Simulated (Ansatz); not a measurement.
# AlH (SMILES [AlH]): wB97M-V/3-21G

Aim: the electronic atomisation energy of AlH at wB97M-V/3-21G, from 3 runs. 

The results are computed with Ansatz 0.2.0.

45 further runs of the same task are left out: 45 set aside as unsound or not needed.

### 1 The molecule

The species is AlH (2 atoms), meant as a singlet with charge 0. As SMILES, `[AlH]`. The coordinates come from a PBE0-D4/def2-TZVP relaxation.

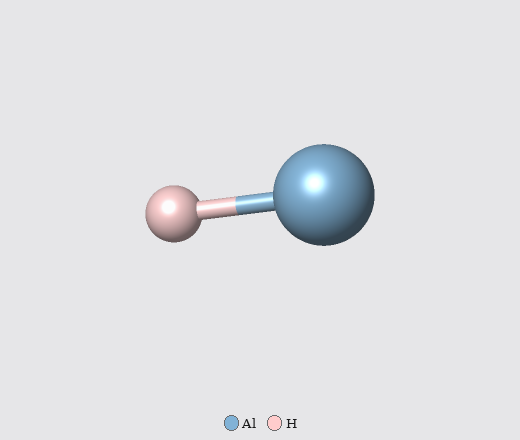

The structure, seen from a chosen angle (aluminium light blue, hydrogen pink).

### 2 The energy at wB97M-V/3-21G

Input file run.yaml:

```yaml
crystal:
  periodic: [false, false, false]
  atoms:
    - {symbol: Al, position_ang: [-0.000000, 0.000000, -0.025640]}
    - {symbol: H, position_ang: [0.000000, -0.000000, 1.639110]}
basis:
  gaussian:
    orbitals: 3-21G.json
hamiltonian:
  xc: {name: wB97M-V}
accuracy: high
```

The basis set 3-21G is read from a file made from the Basis Set Exchange's data (not shown).

On the command line:

```console
$ ansatz run run.yaml --threads 1 --pin off --max-ram 3480MiB --events-out events.jsonl --progress --plain --runs-dir runs
```

What it wrote:

```text
Warning: RAYON_NUM_THREADS=1 ignored (pool sized by the plan → 1); use --threads N
Functional definition: wB97M-V
  name "wB97M-V"
  parameter omega = 0.3/bohr
  parameter cx = 0.15
  parameter cx01 = 1.007
  parameter cx10 = 0.259
  parameter css00 = 0.443
  parameter css04 = -1.437
  parameter css10 = -4.535
  parameter css20 = -3.390
  parameter css43 = 4.278
  parameter cos00 = 1.000
  parameter cos10 = 1.358
  parameter cos20 = 2.924
  parameter cos21 = -8.812
  parameter cos60 = -1.390
  parameter cos61 = 9.142
  parameter b = 6.0
  parameter c = 0.01
  gx(w, u) = 1 - cx + cx01*u + cx10*w
  gss(w, u) = css00 + css04*u^4 + css10*w + css20*w^2 + css43*w^4*u^3
  gos(w, u) = cos00 + cos10*w + (cos20 + cos21*u)*w^2 + (cos60 + cos61*u)*w^6
  exchange = spin_sum(e_x_unif_sr(omega)*gx(b97_w, b97_u_x)) + cx*exact_x_sr(omega) + exact_x_lr(omega)
  correlation = spin_sum(e_c_pw_mod_same_spin*gss(b97_w, b97_u_same))
      + integral(e_c_pw_mod_opposite_spin*gos(b97_w_opposite, b97_u_opposite)) + vv10(b, c)
280 factors; integrals over basis functions are off by at most 2.6e-9 eV
121 factors; integrals over basis functions are off by at most 9.6e-10 eV
mean field evaluation 1: about -6574.2968 eV, gradient 7.4e0 eV
mean field evaluation 2: about -6574.5775 eV, gradient 1.7e0 eV
mean field evaluation 4: about -6574.5895 eV, gradient 2.1e-1 eV
mean field evaluation 8: about -6574.5899 eV, gradient 4.2e-3 eV
mean field evaluation 16: about -6574.5899 eV, gradient 9.8e-9 eV
mean field -6574.58987437 eV, -241.6117214660 hartree, gradient 2.7e-9 eV, S^2 0.000000; 0 other end points of the search recorded, 0 dependent functions left out
reference -6574.58987747 eV, -241.6117215800 hartree; 7, 7 occupied and 8, 8 virtual orbitals, 280 factors
Total energy: -6574.58987747 eV, -241.6117215800 hartree
```

Wall time 4.5 s (1 thread of Arm Neoverse V2, shared host); peak memory 0.17 GiB.

### 3 The Al atom, same level

Input file run.yaml:

```yaml
crystal:
  periodic: [false, false, false]
  atoms:
    - {symbol: Al, position_ang: [0.000000, 0.000000, 0.000000]}
basis:
  gaussian: {orbitals: 3-21G.json}
hamiltonian: {xc: {name: wB97M-V}}
magnetization: {spin_polarized: true, initial_magnetization: 1}
accuracy: high
```

The basis set 3-21G is read from a file made from the Basis Set Exchange's data (not shown).

Run the same way, it converges to -241.01059 Eh (log not shown).

### 4 The H atom at the same level

Input file job.yaml:

```yaml
crystal:
  periodic: [false, false, false]
  atoms:
    - {symbol: H, position_ang: [0.000000, 0.000000, 0.000000]}
basis:
  gaussian: {orbitals: 3-21G.json}
magnetization: {spin_polarized: true, initial_magnetization: 1}
hamiltonian: {xc: {name: wB97M-V}}
accuracy: high
```

The basis set 3-21G is read from a file made from the Basis Set Exchange's data (not shown).

Run the same way, it converges to -0.48621 Eh (log not shown).

### 5 Outcome

At wB97M-V/3-21G:

| quantity | value |
| --- | --- |
| molecule: total energy | -241.61172 Eh |
| Al atom: total energy | -241.01059 Eh |
| Al atom: ⟨S²⟩ | 0.750 |
| H atom: total energy | -0.48621 Eh |
| H atom: ⟨S²⟩ | 0.750 |
| electronic atomisation energy | 3.127 eV |

Taking the molecule apart into free atoms costs 3.13 eV (72 kcal/mol), before zero-point energy and without spin-orbit coupling. The basis has no polarisation functions, which makes bonds too weak.
